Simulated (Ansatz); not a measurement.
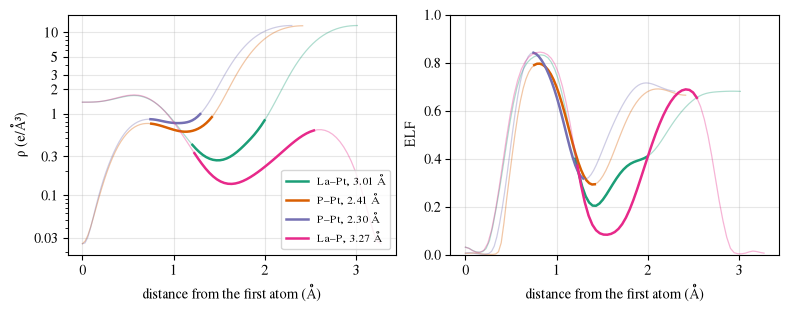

*LaPPt₃. Valence charge density (pseudo) and ELF along straight lines between neighbouring atoms. Thin, pale parts lie inside the atomic spheres.*

Space group P4/nmm; a generated structure, not necessarily the stable one.

These are results of DFT PBE, scalar-relativistic, plane waves, PAW in Ansatz 0.2.0, not measurements.

The density is the valence pseudo-density of a PAW calculation; it isn't the true density close to the nuclei.

```yaml
crystal:
  lattice:
    - [5.81744, 0.00000, 0.00000]
    - [0.00000, 5.81744, 0.00000]
    - [0.00000, 0.00000, 5.53916]
  atoms:
    - { symbol: La, position: [0.00000, 0.00000, 0.00000] }
    - { symbol: La, position: [0.50000, 0.50000, 0.00000] }
    - { symbol: P, position: [0.00000, 0.50000, 0.72845] }
    - { symbol: P, position: [0.50000, 0.00000, 0.27155] }
    - { symbol: Pt, position: [0.00000, 0.50000, 0.14291] }
    - { symbol: Pt, position: [0.50000, 0.00000, 0.85709] }
    - { symbol: Pt, position: [0.25000, 0.25000, 0.50000] }
    - { symbol: Pt, position: [0.25000, 0.75000, 0.50000] }
    - { symbol: Pt, position: [0.75000, 0.75000, 0.50000] }
    - { symbol: Pt, position: [0.75000, 0.25000, 0.50000] }
```

> Compare the contacts.

La–Pt (3.01 Å): ρ at the midpoint is about 0.27 e/Å³; the ELF is about 0.25 at the midpoint (no shared electron pair shows on this line).
P–Pt (2.41 Å): ρ is about 0.62 e/Å³ halfway; the ELF peaks at about 0.80 in the valence shell of P, 0.8 Å from its nucleus, and is about 0.40 at the midpoint.
P–Pt (2.30 Å): ρ is about 0.78 e/Å³ halfway; the ELF peaks at about 0.85 in the valence shell of P, 0.7 Å from its nucleus, and is about 0.45 at the midpoint.
La–P (3.27 Å): ρ at the midpoint is about 0.14 e/Å³; the ELF peaks at about 0.70 in the valence shell of P, 0.9 Å from its nucleus, and drops to about 0.10 between the two atoms.
